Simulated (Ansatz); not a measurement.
# How fast states decay through LiHIF, part 2 of 2

Wanted: the relaxed cell of LiHIF, its band edges and its decay constants. It is built by putting I for part of the F in the LiHF2 structure of space group R-3m, with the volume rescaled by atomic radii. The parent structure comes from the Materials Project.

Ansatz 0.2.0; LDA DFT, plane waves, PAW files (the session's first sound run).

So far. Step 2 (Cell and atoms at rest): The largest force component on a free atom ends at 0.0016 eV/Å.

The structure was built from a prototype and need not be the compound's stable phase.

### Step 3. Band edges

The energy window and the wavevectors of the next steps follow from the band edges, so these are searched first, off the mesh as well.

input.yaml

```yaml
crystal:
  lattice:
    - [2.0333448397, 1.1739521906, 5.6041730034]
    - [-2.0333448397, 1.1739521906, 5.6041730034]
    - [0.0, -2.3479043811, 5.6041730034]
  atoms:
    - { symbol: Li, position: [0.013103798, 0.013103798, 0.013103798] }
    - { symbol: H, position: [0.4731497135, 0.4731497135, 0.4731497135] }
    - { symbol: F, position: [0.4137224012, 0.4137224012, 0.4137224012] }
    - { symbol: I, position: [0.6000240873, 0.6000240873, 0.6000240873] }
kpoints:
  mp_grid: { grid: [8, 8, 8] }
  band_path: { path: [VBM, CBM], npoints: 30 }
scf:
  occupations: { method: fixed }
hamiltonian:
  xc: lda
output:
  eigenvalues: true
  write_potential: true
  write_density: true
  volumetric_format: npy
```

On the command line:

```sh
> ansatz run input.yaml --threads 2 --pin off --max-ram 4096MiB --backend cpu --events-out ev --progress --plain --runs-dir out
```

Numbers of over 12 decimals in the logs are rounded to 6 here.

What it wrote:

```text
[...]
Crystal: 4 atoms, lattice volume = 80.265 Å³
Basis set: ecut = 420 eV, 1555 PW (Γ), FFT grids on a1−a2, a2, −a2+a3
Bands: 18, of which v1, the nominal top of the filled ones, is band 14 counted from 1 (13 counted from 0)
Symmetry: 6 space group operations
[...]
k-points: 65 of 512 (time reversal used)
[...]
SCF iter   1: F=—  HF=-8369.436130 eV  |F-HF|=—  |Δ(HF+E_count)|=         —  Δρ=7.53e-3  dr2=2.87e-2  ethr=1.77e-3  ⟨swp⟩=6.0  Hψ=5440  notcnv=0  defer=125
[...]
SCF iter   7: F=-8369.423446 eV  HF=-8369.423446 eV  |F-HF|=2.16e-10  |Δ(HF+E_count)|=   1.47e-8  Δρ=2.46e-6  dr2=2.65e-9  ethr=3.57e-10  ⟨swp⟩=6.1  Hψ=4744  notcnv=0
SCF 1 converged in 7 iterations: F = -8369.423446 eV  dr2 = 2.65e-9
[...]
NSCF: frozen V_eff on 32 k-points
[...]
SCF converged after 7 iterations
Free energy (F): -8369.423446 eV
[...]
Internal energy: -8369.423446 eV  (E = F + TS)
E sigma→0 (E₀):  -8369.423446 eV
Fermi energy:    2.350350 eV
[...]
--- Band table (eV; the first three rows and the last of 65) ---
  k-point 0: bands = [... 10 lower, -2.5447, 0.6177, 2.3274, 2.3274, 5.1862, 8.0355, 9.9382, 9.9382]
  k-point 1: bands = [... 10 lower, -2.5559, 0.6345, 1.7717, 2.1995, 5.4419, 8.5753, 9.8403, 10.2167]
  k-point 2: bands = [... 10 lower, -2.5830, 0.6172, 0.8191, 1.9201, 6.0456, 8.6983, 9.4232, 10.3693]
  k-point 64: bands = [... 10 lower, -2.5515, -0.2993, 2.3504, 2.3504, 6.8913, 8.2635, 9.1966, 9.8116]
```

The job ended after 9.2 s (2 threads of Arm Neoverse V2, shared host; peak memory 0.39 GiB).

Numbers from this step:

* Fermi energy: 2.350 eV
* gap on the k-mesh: 2.836 eV
* gap on path: 2.836 eV, by band count; negative where bands overlap
* direct gap on path: 2.859 eV
* edge places on path: 0, 0.5606 1/A along the path

Electronic bands along the path, in eV, zero at the Fermi level (highest filled level under fixed occupations); v1 is the highest filled band, c1 the lowest empty one:

```
point     v4     v3     v2     v1    c1    c2    c3    c4
  VBM  -4.90  -2.65   0.00   0.00  4.54  5.91  6.85  7.46
  CBM  -4.89  -1.73  -0.02  -0.02  2.84  5.69  7.59  7.59
```

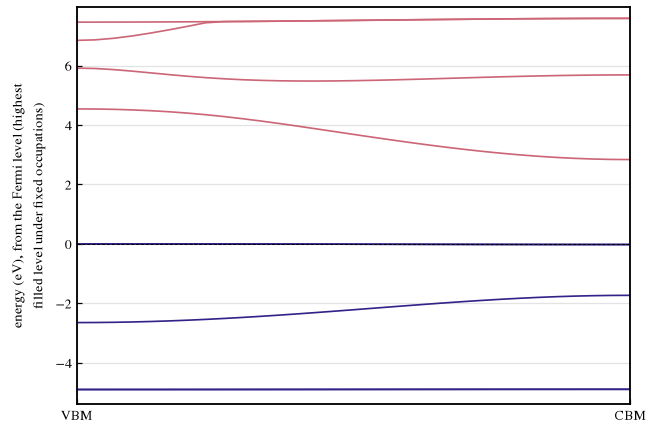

Electronic bands along the path; lines of filled and empty bands in two colours.

The searched edges give 2.84 eV, as on the mesh.

### Step 4. Complex bands

This step: LDA DFT, plane waves, PAW files; complex bands by layer matching along the plane's normal (Ansatz 0.2.0).

The same crystal is laid in a cell whose first two vectors span the (110) plane (indices of the standard conventional cell, whose axes can be ordered otherwise than in the bulk input). At fixed energy and wavevector in the plane the solver finds all kz, real and complex. A few wavevectors are listed, (0, 0) and (-0.5, 0) in units of the plane's reciprocal vectors; the slowest state needn't be among them.

input.yaml

```yaml
crystal:
  lattice:
    - [6.076134465, 0.0, 0.0]
    - [-2.721790481, 6.496595372, 0.0]
    - [-1.360895241, 3.248297686, 2.03334484]
  atoms:
    - { symbol: Li, position: [0.039311394, 0.013103798, 0.0] }
    - { symbol: H, position: [0.4194491405, 0.4731497135, 0.0] }
    - { symbol: F, position: [0.2411672036, 0.4137224012, 0.0] }
    - { symbol: I, position: [0.8000722619, 0.6000240873, 0.0] }
kpoints:
  mp_grid: { grid: [12, 12, 12] }
scf:
  occupations: { method: fixed }
hamiltonian:
  xc: lda
output:
  eigenvalues: true
  transmission:
    leads: [[0, 0]]
    kpoints: [[0.0, 0.0], [-0.5, 0.0]]
    e_range: [-1.0, 3.84]
    de: 0.08
```

What it wrote:

```text
[...]
Crystal: 4 atoms, lattice volume = 80.265 Å³
Basis set: ecut = 420 eV, 1555 PW (Γ)
Bands: 18, of which v1, the nominal top of the filled ones, is band 14 counted from 1 (13 counted from 0)
Symmetry: 6 space group operations
[...]
k-points: 189 of 1728 (time reversal used)
[...]
SCF iter   1: F=—  HF=-8369.436166 eV  |F-HF|=—  |Δ(HF+E_count)|=         —  Δρ=7.53e-3  dr2=2.88e-2  ethr=1.77e-3  ⟨swp⟩=5.9  Hψ=15813  notcnv=0  defer=367
[...]
SCF iter   7: F=-8369.423506 eV  HF=-8369.423506 eV  |F-HF|=2.66e-10  |Δ(HF+E_count)|=   1.42e-8  Δρ=2.55e-6  dr2=2.77e-9  ethr=3.57e-10  ⟨swp⟩=6.2  Hψ=14229  notcnv=0
SCF 1 converged in 7 iterations: F = -8369.423506 eV  dr2 = 2.77e-9
[...]
transmission: 3 of 6 steps passed
transmission: 6 of 6 steps passed
SCF converged after 7 iterations
Free energy (F): -8369.423506 eV
[...]
Internal energy: -8369.423506 eV  (E = F + TS)
E sigma→0 (E₀):  -8369.423506 eV
Fermi energy:    2.350323 eV
[...]
--- Band table (eV; the first three rows and the last of 189) ---
  k-point 0: bands = [... 10 lower, -2.5446, 0.6177, 2.3274, 2.3274, 5.1862, 8.0355, 9.9382, 9.9382]
  k-point 1: bands = [... 10 lower, -2.5616, 0.6580, 1.6337, 2.1434, 5.4927, 8.7391, 9.7346, 10.3102]
  k-point 2: bands = [... 10 lower, -2.6124, 0.4779, 0.8372, 1.6109, 6.2786, 8.9604, 9.6932, 9.7963]
  k-point 188: bands = [... 10 lower, -2.5515, -0.2993, 2.3503, 2.3503, 6.8913, 8.2635, 9.1966, 9.8116]
--- Transmission ---
  basis      : 349 plane waves across, 3 finite elements along
  points     : 2, as listed
  energies   : 61 from -1.000000 to 3.800000 eV about the Fermi level, 0.080000 eV apart; the leads are filled to 1.417946 eV, and channels, transmission and decay are at 1.400000 eV
  crystal 0  : Li1H1I1F1, at the sites [0, 0], period 2.0333 Å: whole cells are its period
    offset         : up to 0.0000 Å between an atom of the period and one for which it stands
    channels       : 0.000000e0 a spin
    conductance    : none, the energies end too early or step too widely for 300 K: set another output.transmission.e_range or a lower de, or, where they end at an eighth of basis.ecutwfc, a higher one
    slowest decay  : 0.2574 /Å at (0.0000, 0.0000)
```

The job ended after 1.8 min (2 threads; peak memory 1 GiB; 3.5 min of CPU time).

Numbers from this step:

- free energy: -8369.4235 eV
- level to which the leads are filled: 1.418 eV from the Fermi level
- decay constant at the filling level, zone centre: 0.2574 Å⁻¹
- decay constant at the filling level, slowest listed point: 0.2574 Å⁻¹

K parallel (0, 0); values up to 1.5 1/Å, a degenerate pair printed once or twice; energies at which all values exceed this have no row. Im kz of the slowest decaying states against energy, zero at the highest filled level on the SCF mesh:

```
energy (eV)  decay 1 (Å⁻¹)  decay 2 (Å⁻¹)  decay 3 (Å⁻¹)  decay 4 (Å⁻¹)
     -1.000          0.521          0.752           1.08           1.20
     -0.520          0.130          0.628          0.721           1.06
     -0.040          0.222          0.677          0.678           1.04
      0.520          0.185          0.274          0.511          0.547
      1.000          0.234          0.298          0.590          0.710
      1.480          0.261          0.311          0.631          0.691
      1.960          0.268          0.315          0.491          0.692
      2.520          0.222          0.311          0.367          0.666
      3.000          0.300          0.319          0.637          0.706
      3.480          0.283          0.299          0.600          0.686
```

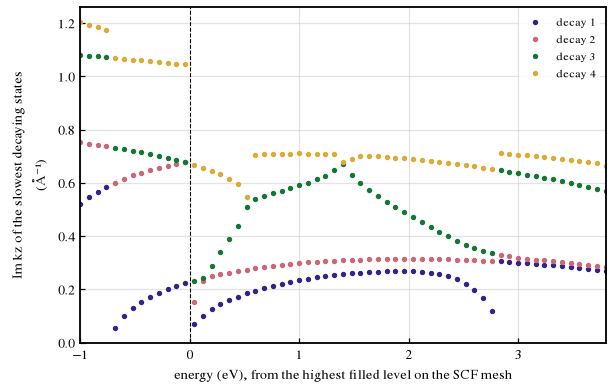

Im kz of the slowest decaying states, plotted against energy.

K parallel (-0.5, 0); values up to 1.5 1/Å, a degenerate pair printed once or twice; energies at which all values exceed this have no row. The Im kz of the slowest decaying states by energy, zero at the highest filled level on the SCF mesh:

```
energy (eV)  decay 1 (Å⁻¹)  decay 2 (Å⁻¹)  decay 3 (Å⁻¹)  decay 4 (Å⁻¹)
     -1.000          0.602          0.930          0.950           1.18
     -0.520          0.147          0.680          0.907          0.925
     -0.040          0.230          0.713          0.888          0.888
      0.520          0.181          0.278          0.453          0.723
      1.000          0.233          0.300          0.679          0.718
      1.480          0.262          0.311          0.701          0.703
      1.960          0.277          0.313          0.681          0.706
      2.520          0.281          0.307          0.645          0.699
      3.000          0.275          0.293          0.606          0.667
      3.480          0.257          0.270          0.557          0.599
```

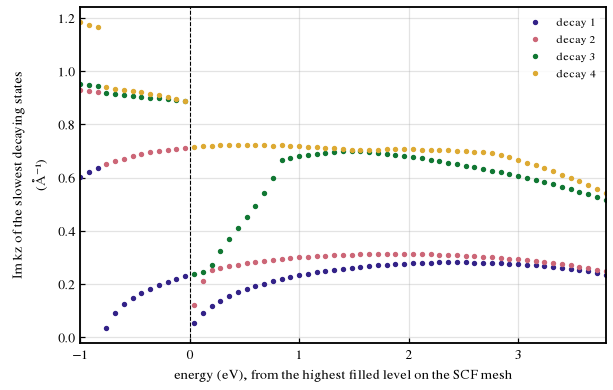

Im kz of the slowest decaying states, plotted against energy.

At the listed wavevectors the last open channel is at -0.04 eV and the next at +2.84 eV on the grid. At +1.40 eV, the grid energy nearest the filling level (the middle of the gap on the SCF mesh), the slowest state at the listed wavevectors decays with κ = 0.257 Å⁻¹, its amplitude falling by e over 3.9 Å. Through 1 nm of this crystal that state's transmission falls by exp(−2 × 0.257 Å⁻¹ × 10 Å) = 0.0058.

### Step 5. Band edges at another level

This step: PBE DFT, plane waves, PAW files (Ansatz 0.2.0).

The edges again with PBE, at the same atoms.

input.yaml

```yaml
crystal:
  lattice:
    - [2.0333448397, 1.1739521906, 5.6041730034]
    - [-2.0333448397, 1.1739521906, 5.6041730034]
    - [0.0, -2.3479043811, 5.6041730034]
  atoms:
    - { symbol: Li, position: [0.013103798, 0.013103798, 0.013103798] }
    - { symbol: H, position: [0.4731497135, 0.4731497135, 0.4731497135] }
    - { symbol: F, position: [0.4137224012, 0.4137224012, 0.4137224012] }
    - { symbol: I, position: [0.6000240873, 0.6000240873, 0.6000240873] }
kpoints:
  mp_grid: { grid: [8, 8, 8] }
  band_path: { path: [VBM, CBM], npoints: 30 }
scf:
  occupations: { method: fixed }
hamiltonian:
  xc: pbe
output:
  eigenvalues: true
```

What it wrote:

```text
[...]
Crystal: 4 atoms, lattice volume = 80.265 Å³
Basis set: ecut = 420 eV, 1555 PW (Γ), FFT grids on a1−a3, a2−a3, a3
Bands: 18, of which v1, the nominal top of the filled ones, is band 14 counted from 1 (13 counted from 0)
Symmetry: 6 space group operations
[...]
k-points: 65 of 512 (time reversal used)
[...]
SCF iter   1: F=—  HF=-8544.353504 eV  |F-HF|=—  |Δ(HF+E_count)|=         —  Δρ=2.04e-3  dr2=1.91e-3  ethr=1.77e-3  ⟨swp⟩=5.3  Hψ=5596  notcnv=0  defer=124
[...]
SCF iter   7: F=-8544.352687 eV  HF=-8544.352687 eV  |F-HF|=7.97e-9  |Δ(HF+E_count)|=   2.89e-8  Δρ=4.52e-6  dr2=1.04e-8  ethr=3.57e-10  ⟨swp⟩=7.4  Hψ=5261  notcnv=0
SCF 1 converged in 7 iterations: F = -8544.352687 eV  dr2 = 1.04e-8
[...]
SCF converged after 7 iterations
Free energy (F): -8544.352687 eV
[...]
Internal energy: -8544.352687 eV  (E = F + TS)
E sigma→0 (E₀):  -8544.352687 eV
Fermi energy:    2.616572 eV
[...]
--- Band table (eV; the first three rows and the last of 65) ---
  k-point 0: bands = [... 10 lower, -2.2417, 0.9088, 2.5943, 2.5943, 5.7479, 8.4923, 10.3433, 10.3433]
  k-point 1: bands = [... 10 lower, -2.2523, 0.9266, 2.0533, 2.4686, 5.9932, 9.0213, 10.2433, 10.6317]
  k-point 2: bands = [... 10 lower, -2.2780, 0.9170, 1.1057, 2.1934, 6.5840, 9.1144, 9.8885, 10.7978]
  k-point 64: bands = [... 10 lower, -2.2483, 0.0218, 2.6166, 2.6166, 7.4545, 8.7135, 9.6558, 10.2261]
```

The job ended after 9.1 s (2 threads; peak memory 0.39 GiB; 18 s of CPU time).

This step gave:

```
free energy        : -8544.3527 eV
Fermi energy       : 2.617 eV
gap on the k-mesh  : 3.131 eV
gap on path        : 3.131 eV, by band count; negative where bands overlap
direct gap on path : 3.154 eV
```

Electronic bands along the path, in eV, zero at the Fermi level (highest filled level under fixed occupations); v1 is the highest filled band, c1 the lowest empty one:

```
point     v4     v3     v2     v1    c1    c2    c3    c4
  VBM  -4.86  -2.59   0.00   0.00  4.84  6.10  7.04  7.61
  CBM  -4.86  -1.71  -0.02  -0.02  3.13  5.88  7.73  7.73
```

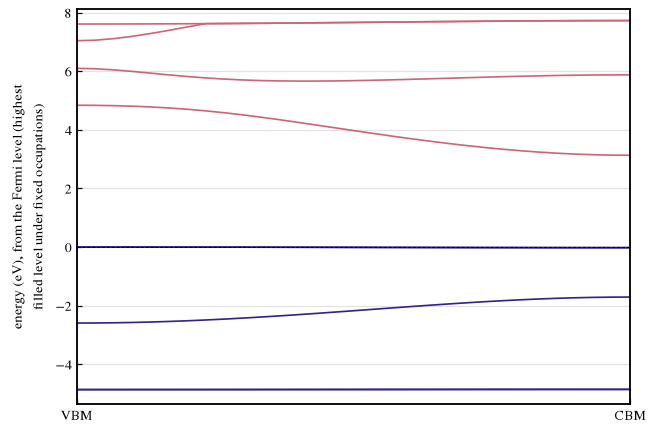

Electronic bands along the path; lines of filled and empty bands in two colours.

The searched edges give 3.13 eV, as on the mesh.

Between step 3 and this run (PBE) the value for the gap on the k-mesh moves from 2.84 eV to 3.13 eV.

### Step 6. Complex bands at another level

This step: PBE DFT, plane waves, PAW files; complex bands by layer matching along the plane's normal (Ansatz 0.2.0).

The complex bands at that level, over its own gap, at (0, 0) and (-0.5, 0).

input.yaml

```yaml
crystal:
  lattice:
    - [6.076134465, 0.0, 0.0]
    - [-2.721790481, 6.496595372, 0.0]
    - [-1.360895241, 3.248297686, 2.03334484]
  atoms:
    - { symbol: Li, position: [0.039311394, 0.013103798, 0.0] }
    - { symbol: H, position: [0.4194491405, 0.4731497135, 0.0] }
    - { symbol: F, position: [0.2411672036, 0.4137224012, 0.0] }
    - { symbol: I, position: [0.8000722619, 0.6000240873, 0.0] }
kpoints:
  mp_grid: { grid: [12, 12, 12] }
scf:
  occupations: { method: fixed }
hamiltonian:
  xc: pbe
output:
  eigenvalues: true
  transmission:
    leads: [[0, 0]]
    kpoints: [[0.0, 0.0], [-0.5, 0.0]]
    e_range: [-1.0, 4.13]
    de: 0.09
```

What it wrote:

```text
[...]
Crystal: 4 atoms, lattice volume = 80.265 Å³
Basis set: ecut = 420 eV, 1555 PW (Γ)
Bands: 18, of which v1, the nominal top of the filled ones, is band 14 counted from 1 (13 counted from 0)
Symmetry: 6 space group operations
[...]
k-points: 189 of 1728 (time reversal used)
[...]
SCF iter   1: F=—  HF=-8544.353605 eV  |F-HF|=—  |Δ(HF+E_count)|=         —  Δρ=2.04e-3  dr2=1.91e-3  ethr=1.77e-3  ⟨swp⟩=5.2  Hψ=16249  notcnv=0  defer=368
[...]
SCF iter   7: F=-8544.352792 eV  HF=-8544.352792 eV  |F-HF|=7.92e-9  |Δ(HF+E_count)|=   2.71e-8  Δρ=4.51e-6  dr2=1.04e-8  ethr=3.57e-10  ⟨swp⟩=7.3  Hψ=15158  notcnv=0
SCF 1 converged in 7 iterations: F = -8544.352792 eV  dr2 = 1.04e-8
[...]
transmission: 3 of 6 steps passed
transmission: 6 of 6 steps passed
SCF converged after 7 iterations
Free energy (F): -8544.352792 eV
[...]
Internal energy: -8544.352792 eV  (E = F + TS)
E sigma→0 (E₀):  -8544.352792 eV
Fermi energy:    2.616560 eV
[...]
--- Band table (eV; the first three rows and the last of 189) ---
  k-point 0: bands = [... 10 lower, -2.2417, 0.9088, 2.5943, 2.5943, 5.7477, 8.4923, 10.3433, 10.3433]
  k-point 1: bands = [... 10 lower, -2.2578, 0.9498, 1.9178, 2.4137, 6.0413, 9.1844, 10.1328, 10.7463]
  k-point 2: bands = [... 10 lower, -2.3059, 0.7810, 1.1208, 1.8909, 6.8079, 9.4107, 10.0895, 10.2968]
  k-point 188: bands = [... 10 lower, -2.2484, 0.0218, 2.6166, 2.6166, 7.4543, 8.7134, 9.6558, 10.2262]
--- Transmission ---
  basis      : 349 plane waves across, 3 finite elements along
  points     : 2, as listed
[...]
crystal 0  : Li1H1I1F1, at the sites [0, 0], period 2.0333 Å: whole cells are its period
[...]
channels       : 0.000000e0 a spin
[...]
slowest decay  : 0.2732 /Å at (-0.5000, 0.0000)
```

It took 1.7 min on 2 threads; peak memory 1 GiB.

This step gave:

* free energy: -8544.3528 eV
* level to which the leads are filled: 1.566 eV from the Fermi level
* decay constant at the filling level, zone centre: 0.2740 Å⁻¹
* decay constant at the filling level, slowest listed point: 0.2732 Å⁻¹

K parallel (0, 0); values up to 1.5 1/Å, a degenerate pair printed once or twice; energies at which all values exceed this have no row. Im kz of the slowest decaying states against energy, zero at the highest filled level on the SCF mesh:

```
energy (eV)  decay 1 (Å⁻¹)  decay 2 (Å⁻¹)  decay 3 (Å⁻¹)  decay 4 (Å⁻¹)
     -1.000          0.520          0.775           1.09           1.21
     -0.460          0.146          0.640          0.742           1.07
     -0.010         0.0309         0.0674          0.228          0.686
      0.530          0.190          0.278          0.505          0.589
      0.980          0.239          0.301          0.605          0.719
      1.520          0.271          0.316          0.684          0.689
      1.970          0.282          0.321          0.553          0.703
      2.510          0.274          0.318          0.428          0.680
      2.960          0.180          0.309          0.344          0.654
      3.500          0.292          0.310          0.615          0.691
      4.040          0.266          0.286          0.566          0.656
```

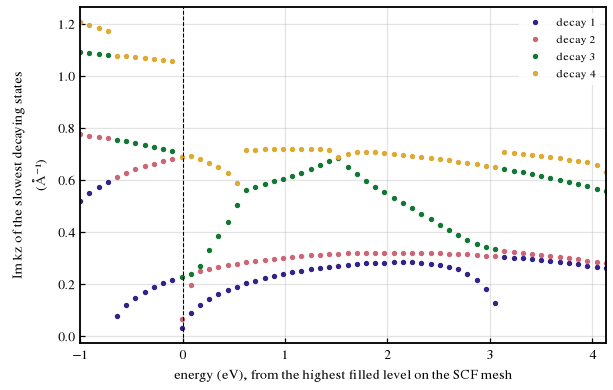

Im kz of the slowest decaying states against energy.

K parallel (-0.5, 0); values up to 1.5 1/Å, a degenerate pair printed once or twice; energies at which all values exceed this have no row. The Im kz of the slowest decaying states by energy, zero at the highest filled level on the SCF mesh:

```
energy (eV)  decay 1 (Å⁻¹)  decay 2 (Å⁻¹)  decay 3 (Å⁻¹)  decay 4 (Å⁻¹)
     -1.000          0.601          0.946          0.963           1.19
     -0.460          0.161          0.690          0.922          0.934
     -0.010          0.235          0.720          0.898          0.904
      0.530          0.186          0.282          0.462          0.732
      0.980          0.236          0.304          0.685          0.729
      1.520          0.269          0.317          0.708          0.715
      1.970          0.284          0.320          0.695          0.713
      2.510          0.291          0.316          0.664          0.707
      2.960          0.288          0.305          0.630          0.694
      3.500          0.273          0.284          0.580          0.631
      4.040          0.241          0.249          0.516          0.539
```

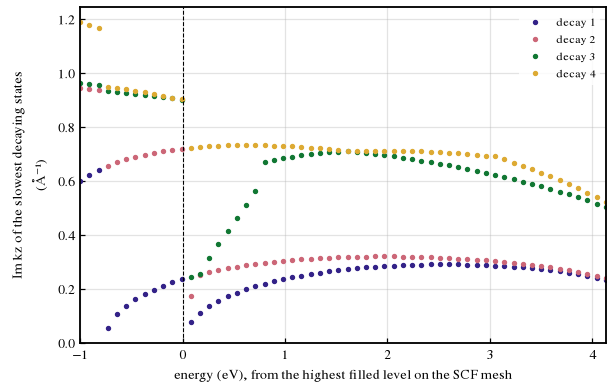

Im kz of the slowest decaying states against energy.

At the listed wavevectors the last open channel is at -0.01 eV and the next at +3.14 eV on the grid. At +1.61 eV, the grid energy nearest the filling level (the middle of the gap on the SCF mesh), the slowest state at the listed wavevectors decays with κ = 0.273 Å⁻¹, its amplitude falling by e over 3.7 Å; the first such run, plane (110), gave 0.257 Å⁻¹.

### Step 7. Results

- band gap: 2.84 eV
- least decay constant at mid-gap, normal to (110): 0.257 Å⁻¹
- least decay constant, PBE: 0.273 Å⁻¹

What this shows: With LDA, the slowest decay at the wavevectors tried is κ = 0.257 Å⁻¹, normal to (110). Through such a film the transmission near mid-gap falls as exp(−2κd), a factor of ten every 4.5 Å. A free electron under a barrier of half the gap would need a mass of 0.18 mₑ to decay at this rate. With PBE the gap goes from 2.84 to 3.13 eV and the decay constant, over the first 2 listed wavevectors, from 0.257 to 0.273 Å⁻¹. The compound is made up by substitution; its stability against other phases and against distortions of the cell's symmetry was not tested. A semilocal functional narrows gaps, while spin-orbit coupling, left out here, narrows them in compounds of heavy elements, so the error in κ can go either way.

[Logs are printed without paths, hosts, clocks, repeated set-up lines and the standing remarks that a program may print on its own settings, such as how far it seeks lower states.]

[Hosts, paths, dates, database ids (printed as entryN), source tags and the programs' standing remarks are cut or masked in the printed files.]

[New means built here by substitution; the compound itself may be known and measured.]
